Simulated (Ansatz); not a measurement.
H2NNaO (SMILES [NH]1[OH+][Na-]1)

Input file:

```
crystal:
  periodic: [false, false, false]
  atoms:
    - {symbol: "N", position_ang: [-0.739998, -0.689516, -0.632426]}
    - {symbol: Na, position_ang: [0.571543, -1.186033, 0.975148]}
    - {symbol: O, position_ang: [0.445080, 0.242135, -0.684807]}
    - {symbol: H, position_ang: [-1.513521, -0.016162, -0.590127]}
    - {symbol: H, position_ang: [0.710282, 0.214052, -1.608991]}
basis:
  gaussian:
    orbitals: def2-TZVPD
hamiltonian:
  xc: {name: PBE0}
output: {forces: true, orbitals: {seedname: orbitals}}
```

Launched as:

```sh
ansatz run input.yaml --threads 1 --pin off --max-ram 2610MiB --events-out events.jsonl --progress --plain --runs-dir runs
```

Geometry: PBE0-D3(BJ)/def2-SVP.

Theory: isolated molecule in a Gaussian basis; Kohn-Sham density functional theory, functional PBE0 in Ansatz.

What will maps of the electron density and electron localisation function show?

N–O (1.51 Å): ρ is about 1.6 e/Å³ halfway; the ELF peaks at about 0.85 between the atoms; localised, covalent bonding.
Na–N (2.13 Å): ρ at the midpoint is about 0.31 e/Å³; the ELF peaks at about 0.90 in the valence shell of N, 0.6 Å from its nucleus, and is about 0.20 at the midpoint (an ionic contact with no shared pair).
Na–O (2.19 Å): ρ is about 0.22 e/Å³ halfway; the ELF is about 0.10 at the midpoint; a largely ionic contact.

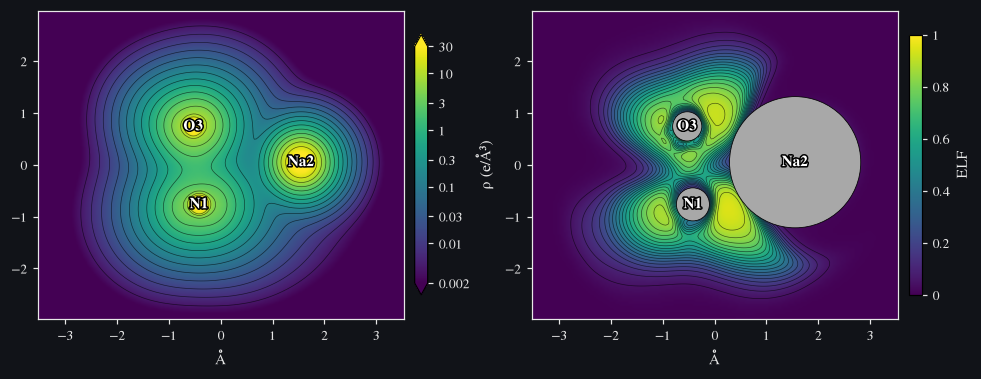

Computed electron density and electron localisation function on the plane of atoms N1, O3 and Na2, in this order. Grey discs cover the atomic cores in the ELF map. 
